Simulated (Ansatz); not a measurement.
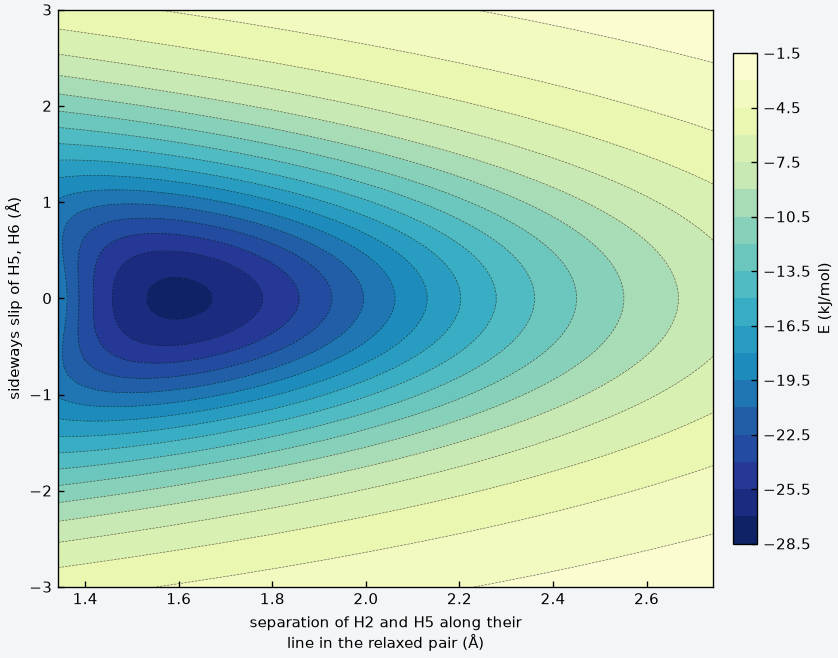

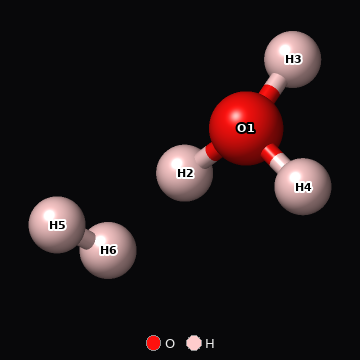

Energy landscape of the pair H₃O···H₂, charge +1. First axis: separation of H2 and H5 along their line in the relaxed pair. Second axis: sideways slip of H5, H6. Nothing is relaxed (both partners rigid). Grid: 15 × 15 points. Points are written as (first, second). Energies: kJ/mol, counted from the ion and the molecule far apart, frozen as in the relaxed pair, each in its own basis (no counterpoise correction). These are results of RKS B3LYP-D4/def2-TZVPD in Ansatz, not measurements.

The picture shows filled contours. Between grid points the surface is interpolated. The second picture is the structure at the lowest point.

What does the map say about the system?

Answer. The lowest grid point is at (1.584 Å, 0.00 Å), −27.4 kJ/mol from the ion and the molecule far apart, frozen as in the relaxed pair, each in its own basis (no counterpoise correction). No other kind of well shows on this grid. The highest grid point, (2.742 Å, −3.00 Å), lies 25.2 kJ/mol above the lowest. Round the minimum the two coordinates are nearly uncoupled.

Grid values (kJ/mol):

```
second ↓, first →  1.342  1.377  1.434  1.504  1.584  1.673  1.769  1.872  1.981  2.096  2.216  2.341  2.470  2.604  2.742
             3.00   −5.1   −5.0   −4.8   −4.6   −4.4   −4.2   −4.0   −3.7   −3.5   −3.3   −3.0   −2.8   −2.6   −2.4   −2.2
             2.57   −7.3   −7.1   −6.9   −6.6   −6.3   −5.9   −5.6   −5.2   −4.8   −4.4   −4.1   −3.7   −3.4   −3.1   −2.8
             2.14  −10.4  −10.2   −9.9   −9.5   −9.0   −8.5   −7.9   −7.3   −6.7   −6.1   −5.5   −5.0   −4.5   −4.0   −3.6
             1.71  −14.1  −13.9  −13.7  −13.2  −12.7  −12.0  −11.2  −10.3   −9.4   −8.5   −7.6   −6.7   −5.9   −5.2   −4.6
             1.29  −17.7  −17.9  −17.9  −17.7  −17.2  −16.4  −15.4  −14.2  −12.9  −11.5  −10.2   −8.9   −7.7   −6.7   −5.7
             0.86  −20.3  −21.1  −21.9  −22.3  −22.1  −21.4  −20.1  −18.6  −16.8  −14.9  −13.0  −11.2   −9.6   −8.2   −6.9
             0.43  −20.4  −22.2  −24.2  −25.5  −25.9  −25.4  −24.1  −22.2  −20.0  −17.7  −15.3  −13.1  −11.1   −9.3   −7.8
             0.00  −19.7  −22.0  −24.7  −26.6  −27.4  −27.0  −25.7  −23.7  −21.3  −18.8  −16.2  −13.8  −11.7   −9.8   −8.2
            −0.43  −20.4  −22.2  −24.2  −25.5  −25.9  −25.4  −24.1  −22.2  −20.0  −17.7  −15.3  −13.1  −11.1   −9.3   −7.8
            −0.86  −20.3  −21.0  −21.9  −22.3  −22.1  −21.4  −20.1  −18.6  −16.8  −14.9  −13.0  −11.2   −9.6   −8.2   −6.9
            −1.29  −17.7  −17.9  −17.9  −17.7  −17.2  −16.4  −15.4  −14.2  −12.9  −11.5  −10.2   −8.9   −7.7   −6.7   −5.7
            −1.71  −14.1  −13.9  −13.6  −13.2  −12.7  −12.0  −11.2  −10.3   −9.4   −8.5   −7.6   −6.7   −5.9   −5.2   −4.6
            −2.14  −10.3  −10.2   −9.9   −9.5   −9.0   −8.5   −7.9   −7.3   −6.7   −6.1   −5.5   −5.0   −4.5   −4.0   −3.6
            −2.57   −7.3   −7.1   −6.9   −6.6   −6.3   −5.9   −5.6   −5.2   −4.8   −4.4   −4.1   −3.7   −3.4   −3.1   −2.8
            −3.00   −5.1   −5.0   −4.8   −4.6   −4.4   −4.2   −4.0   −3.7   −3.5   −3.3   −3.0   −2.8   −2.6   −2.4   −2.2
```

The input of one point:

```yaml
crystal:
  periodic: [false, false, false]
  atoms:
    - { symbol: O, position_ang: [-0.141545, 0.140541, -0.872882] }
    - { symbol: H, position_ang: [-0.038558, 0.063176, 0.126801] }
    - { symbol: H, position_ang: [-0.623391, -0.613619, -1.271326] }
    - { symbol: H, position_ang: [0.702, 0.325972, -1.335205] }
    - { symbol: H, position_ang: [-0.165556, 0.347737, 1.679848] }
    - { symbol: H, position_ang: [0.26931, -0.268647, 1.646453] }
total_charge: 1
basis:
  gaussian: { orbitals: def2-TZVPD }
hamiltonian:
  xc: { name: B3LYP }
  dispersion: d4
output:
  forces: true
```

Each point was launched as `ansatz run input.yaml --threads 1 --pin off --max-ram 2560MiB --backend cpu --events-out ev --progress --plain --runs-dir out`. Time for the 225 points that were run: 4.2 min on 1 thread of Arm Neoverse V2, with other jobs on the host.
